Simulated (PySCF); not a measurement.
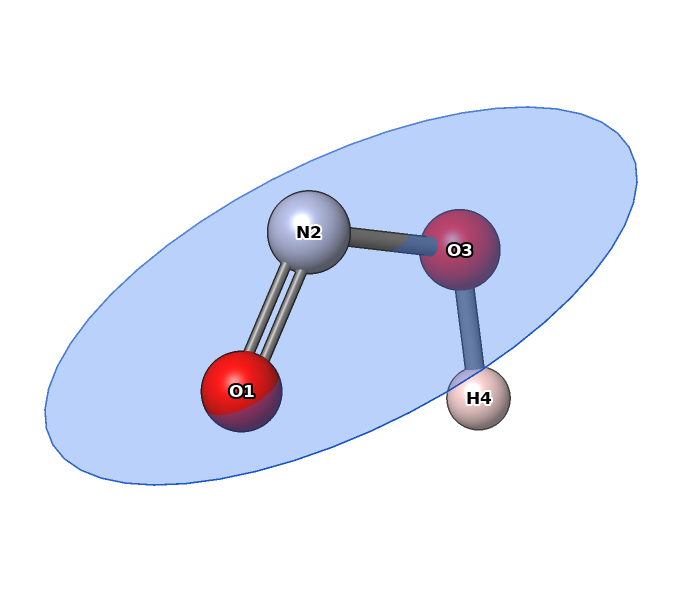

A disc through the centre of mass is drawn in. Distant atoms are faded towards the background colour. The computed structure is the end point of a PBE0-D3(BJ)/def2-SVP optimisation. No frequency run is at hand to confirm it as a minimum.

Q: Is the plane of the disc a mirror plane of the structure?

A: No. The point group is Cs, with 1 mirror plane, and this plane isn't one of its mirror planes.
